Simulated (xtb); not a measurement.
## Geometry relaxation, with input and output: CH₈BNSi (part 1 of 5)

The run: geometry relaxation of CH₈BNSi, SMILES C[SiH2]BN. Method and program: GFN2-xTB (xtb 6.7.1).

The geometry: force field.

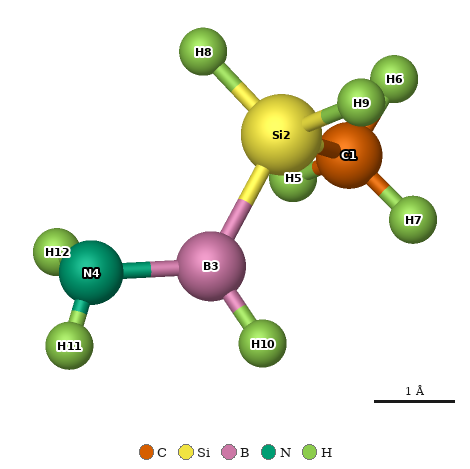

Figure 1. The input geometry (ball-and-stick view, seen at a tilt; atoms are numbered from 1 in the order of the input).

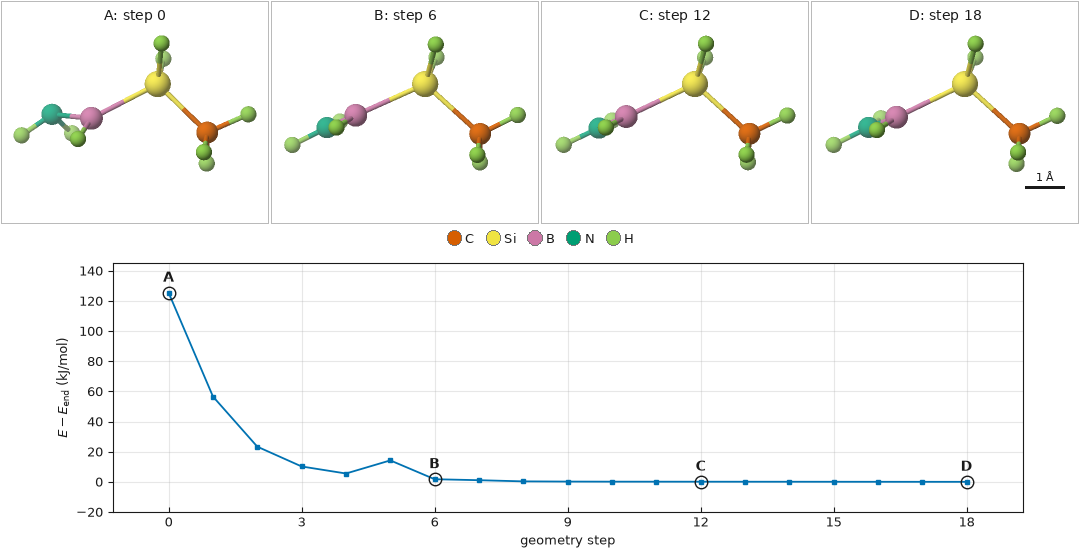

Figure 2. Frames of the relaxation (ball-and-stick view, seen at a tilt) above the curves, on which the letters mark them (steps are counted from 0).

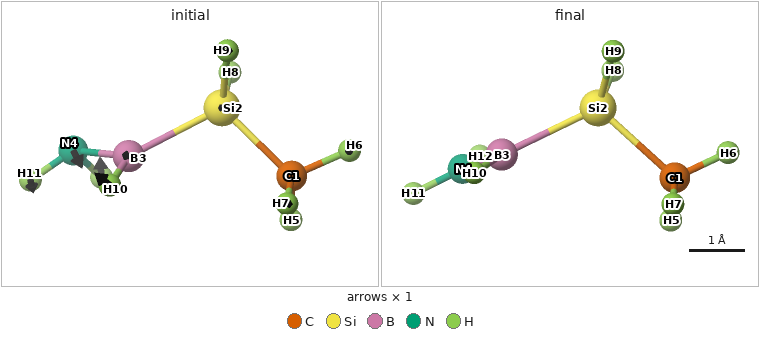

Figure 3. Before (left) and after (right) the relaxation, at one scale (ball-and-stick view, seen at a tilt). The black arrows give the displacements, at true length. The largest moves after the best rigid fit, 0.39 Å, are those of N4 and H12. By element the largest moves are H 0.39 Å, N 0.39 Å, B 0.16 Å, Si 0.08 Å, C 0.07 Å. Among the contacts that change: B3–N4 1.526 → 1.381 Å, C1–Si2 1.803 → 1.911 Å, N4–H12 1.086 → 1.008 Å, C1–H6 1.160 → 1.085 Å. Among the angles that change: B3–N4–H12 102.2° → 123.9°, B3–N4–H11 111.0° → 124.2°, C1–Si2–H8 110.9° → 105.0°. The energy falls by 125.4 kJ/mol in 18 geometry steps. (Atoms are counted from 1 in the order of the input.)

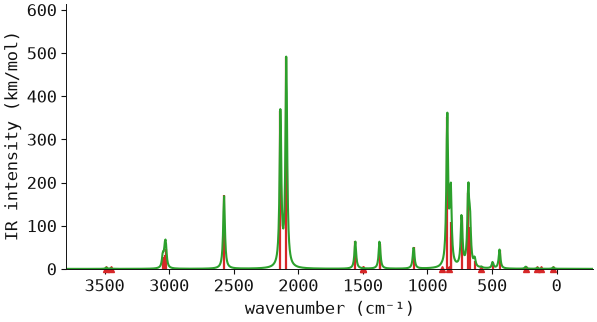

Figure 4. Harmonic infrared spectrum, unscaled: sticks (degenerate modes added up, dark ones marked on the axis) with a Lorentzian envelope of 16 cm⁻¹ full width, scaled to the tallest stick. 30 modes from 25 to 3486 cm⁻¹, none imaginary. The strongest line is at 2093 cm⁻¹ (492 km/mol).

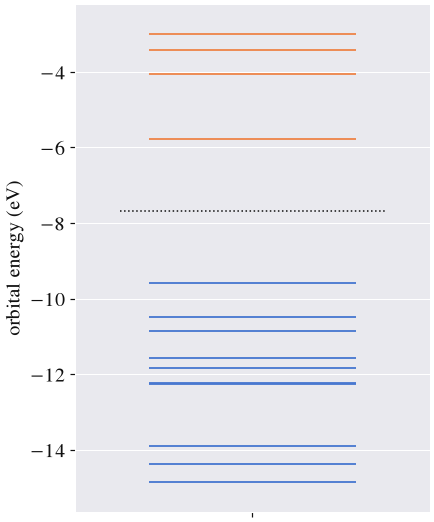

Figure 5. Orbital energies near the frontier; the dotted line parts filled from empty levels, and levels within 0.02 eV of each other stand side by side. Highest filled −9.60 eV, lowest empty −5.77 eV, 3.83 eV apart.

The input that produced these results follows, with the program's output.

## The input (input.xyz)
```
12
start
C     -1.34150     1.27670    -0.07720
Si    -0.16790     0.31630     0.89810
B      1.11400    -0.45980    -0.31410
N      1.37900    -1.96160    -0.38040
H     -1.90100     0.65580    -0.83730
H     -2.13950     1.78330     0.59530
H     -0.82980     2.13220    -0.62600
H     -0.83410    -0.73500     1.60790
H      0.52000     1.20900     1.90910
H      1.82740     0.24630    -0.93860
H      2.02580    -2.17100    -1.07490
H      0.42460    -2.34730    -0.72770
```

Launch command:
```bash
xtb input.xyz --chrg 0 --uhf 0 --gfn 2 --json --ohess | tee xtb.out
```

## The program's output
```
* xtb version 6.7.1
   ID    Z sym.   atoms
    1    6 C      1
    2   14 Si     2
    3    5 B      3
    4    7 N      4
    5    1 H      5-12

           -------------------------------------------------
          |                Calculation Setup                |
           -------------------------------------------------

          program call               : xtb input.xyz --chrg 0 --uhf 0 --gfn 2 --json --ohess
          coordinate file            : input.xyz
          omp threads                :                     1

           -------------------------------------------------
          |                 G F N 2 - x T B                 |
           -------------------------------------------------

      * Hamiltonian:
        H0-scaling (s, p, d)           1.850000    2.230000    2.230000
        zeta-weighting                 0.500000
      * Dispersion:
        s8                             2.700000
        a1                             0.520000
        a2                             5.000000
        s9                             5.000000
      * Repulsion:
        kExp                           1.500000    1.000000
        rExp                           1.000000
      * Coulomb:
        alpha                          2.000000
        third order                    shell-resolved
        anisotropic                    true
        a3                             3.000000
        a5                             4.000000
        cn-shift                       1.200000
        cn-exp                         4.000000
        max-rad                        5.000000

          ...................................................
          :                      SETUP                      :
          :.................................................:
          :  # basis functions                  30          :
          :  # atomic orbitals                  29          :
          :  # shells                           17          :
          :  # electrons                        24          :
          :  max. iterations                   250          :
          :  Hamiltonian                  GFN2-xTB          :
          :  restarted?                      false          :
          :  GBSA solvation                  false          :
          :  PC potential                    false          :
          :  electronic temp.          300.0000000     K    :
          :  accuracy                    1.0000000          :
          :  -> integral cutoff          0.2500000E+02      :
          :  -> integral neglect         0.1000000E-07      :
          :  -> SCF convergence          0.1000000E-05 Eh   :
          :  -> wf. convergence          0.1000000E-03 e    :
          :  Broyden damping             0.4000000          :
          :  net charge                          0          :
          :  unpaired electrons                  0          :
          ...................................................

 iter      E             dE          RMSdq      gap      omega  full diag
   1    -12.0479570 -0.120480E+02  0.698E+00    3.72       0.0  T
   2    -12.1504727 -0.102516E+00  0.490E+00    2.54       1.0  T
   3    -12.1633018 -0.128291E-01  0.278E+00    3.14       1.0  T
   4    -12.1885646 -0.252628E-01  0.185E+00    2.71       1.0  T
   5    -12.1976812 -0.911660E-02  0.674E-01    2.95       1.0  T
   6    -12.1983078 -0.626573E-03  0.433E-01    2.95       1.0  T
   7    -12.1986755 -0.367657E-03  0.188E-01    2.97       1.0  T
   8    -12.1987403 -0.648565E-04  0.551E-02    2.98       1.0  T
   9    -12.1987407 -0.392857E-06  0.198E-02    2.98       1.5  T
  10    -12.1987421 -0.142538E-05  0.721E-03    2.98       4.0  T
  11    -12.1987422 -0.778542E-07  0.351E-03    2.98       8.2  T
  12    -12.1987424 -0.130968E-06  0.115E-03    2.98      25.0  T
  13    -12.1987424 -0.522175E-08  0.224E-04    2.98     128.6  T
  14    -12.1987424 -0.134001E-09  0.155E-04    2.98     186.5  T

   *** convergence criteria satisfied after 14 iterations ***

         #    Occupation            Energy/Eh            Energy/eV
      -------------------------------------------------------------
         1        2.0000           -0.7083751             -19.2759
       ...           ...                  ...                  ...
         6        2.0000           -0.4640160             -12.6265
         7        2.0000           -0.4605363             -12.5318
         8        2.0000           -0.4518887             -12.2965
         9        2.0000           -0.4091663             -11.1340
        10        2.0000           -0.4040877             -10.9958
        11        2.0000           -0.3966128             -10.7924
        12        2.0000           -0.3567746              -9.7083 (HOMO)
        13                         -0.2471312              -6.7248 (LUMO)
        14                         -0.1454635              -3.9583
        15                         -0.1393334              -3.7915
        16                         -0.1213108              -3.3010
        17                         -0.0557479              -1.5170
       ...                                ...                  ...
        29                          0.7903248              21.5058
      -------------------------------------------------------------
                  HL-Gap            0.1096434 Eh            2.9835 eV
             Fermi-level           -0.3019529 Eh           -8.2166 eV

 SCC (total)                   0 d,  0 h,  0 min,  0.005 sec
 SCC setup                      ...        0 min,  0.000 sec (  1.511%)
 Dispersion                     ...        0 min,  0.000 sec (  1.036%)
 classical contributions        ...        0 min,  0.000 sec (  0.206%)
 integral evaluation            ...        0 min,  0.001 sec ( 11.750%)
 iterations                     ...        0 min,  0.003 sec ( 60.406%)
 molecular gradient             ...        0 min,  0.001 sec ( 23.469%)
 printout                       ...        0 min,  0.000 sec (  1.349%)

         :::::::::::::::::::::::::::::::::::::::::::::::::::::
         ::                     SUMMARY                     ::
         :::::::::::::::::::::::::::::::::::::::::::::::::::::
         :: total energy             -12.058130719181 Eh    ::
         :: gradient norm              0.164929004029 Eh/a0 ::
         :: HOMO-LUMO gap              2.983548173483 eV    ::
         ::.................................................::
         :: SCC energy               -12.198733400969 Eh    ::
         :: -> isotropic ES            0.038235886655 Eh    ::
         :: -> anisotropic ES          0.008072049526 Eh    ::
         :: -> anisotropic XC          0.005568072326 Eh    ::
         :: -> dispersion             -0.005992581821 Eh    ::
         :: repulsion energy           0.140602681788 Eh    ::
         :: add. restraining           0.000000000000 Eh    ::
         :: total charge              -0.000000000000 e     ::
         :::::::::::::::::::::::::::::::::::::::::::::::::::::

      -----------------------------------------------------------
     |                   =====================                   |
     |                        A N C O P T                        |
     |                   =====================                   |
     |               Approximate Normal Coordinate               |
     |                Rational Function Optimizer                |
      -----------------------------------------------------------

          ...................................................
          :                      SETUP                      :
          :.................................................:
          :   optimization level            normal          :
          :   max. optcycles                   200          :
          :   ANC micro-cycles                  20          :
          :   degrees of freedom                30          :
          :.................................................:
          :   RF solver                   davidson          :
          :   write xtbopt.log                true          :
          :   linear?                        false          :
          :   energy convergence         0.5000000E-05 Eh   :
          :   grad. convergence          0.1000000E-02 Eh/α :
          :   maximum RF displ.          1.0000000          :
          :   Hlow (freq-cutoff)         0.1000000E-01      :
          :   Hmax (freq-cutoff)         5.0000000          :
          :   S6 in model hess.         20.0000000          :
          ...................................................

generating ANC from exact Hessian ...
Using Lindh-Hessian (1995)
 Shifting diagonal of input Hessian by    8.7767019939128856E-003
 Lowest  eigenvalues of input Hessian
    0.000000    0.000000    0.000000    0.000000    0.000000    0.000000
    0.010000    0.011635    0.012570    0.015191    0.018230    0.019925
    0.025223    0.028702    0.031825    0.034766    0.044333    0.055082
 Highest eigenvalues
    0.811152    0.873503    0.938949    1.055141    1.084253    1.369492

........................................................................
.............................. CYCLE    1 ..............................
........................................................................

 iter      E             dE          RMSdq      gap      omega  full diag
   1    -12.1987424 -0.121987E+02  0.538E-05    2.98       0.0  T
   2    -12.1987424 -0.441425E-11  0.234E-05    2.98    1232.2  T
   3    -12.1987424 -0.408207E-11  0.230E-05    2.98    1253.5  T
     SCC iter.                  ...        0 min,  0.001 sec
     gradient                   ...        0 min,  0.001 sec
 * total energy  :   -12.0581307 Eh     change       -0.4520473E-10 Eh
   gradient norm :     0.1649290 Eh/α   predicted     0.0000000E+00 (-100.00%)
   displ. norm   :     0.3575422 α      lambda       -0.3566709E-01
   maximum displ.:     0.1463390 α      in ANC's #16, #5, #9, ...

........................................................................
.............................. CYCLE    2 ..............................
........................................................................

 iter      E             dE          RMSdq      gap      omega  full diag
   1    -12.2284032 -0.122284E+02  0.772E-01    3.24       0.0  T
   2    -12.2288321 -0.428923E-03  0.483E-01    3.22       1.0  T
   3    -12.2286786  0.153503E-03  0.218E-01    3.19       1.0  T
   4    -12.2288795 -0.200903E-03  0.108E-01    3.22       1.0  T
   5    -12.2289226 -0.430651E-04  0.512E-02    3.21       1.0  T
   6    -12.2289243 -0.170041E-05  0.181E-02    3.21       1.6  T
   7    -12.2289249 -0.602337E-06  0.969E-03    3.21       3.0  T
   8    -12.2289249 -0.877350E-07  0.230E-03    3.21      12.6  T
   9    -12.2289250 -0.495992E-08  0.979E-04    3.21      29.5  T
  10    -12.2289250 -0.762910E-09  0.255E-04    3.21     113.2  T
     SCC iter.                  ...        0 min,  0.002 sec
     gradient                   ...        0 min,  0.001 sec
 * total energy  :   -12.0843577 Eh     change       -0.2622700E-01 Eh
   gradient norm :     0.0781537 Eh/α   predicted    -0.2011331E-01 ( -23.31%)
   displ. norm   :     0.4309228 α      lambda       -0.2014294E-01
   maximum displ.:     0.2296070 α      in ANC's #5, #10, #4, ...

........................................................................
.............................. CYCLE    3 ..............................
........................................................................
```
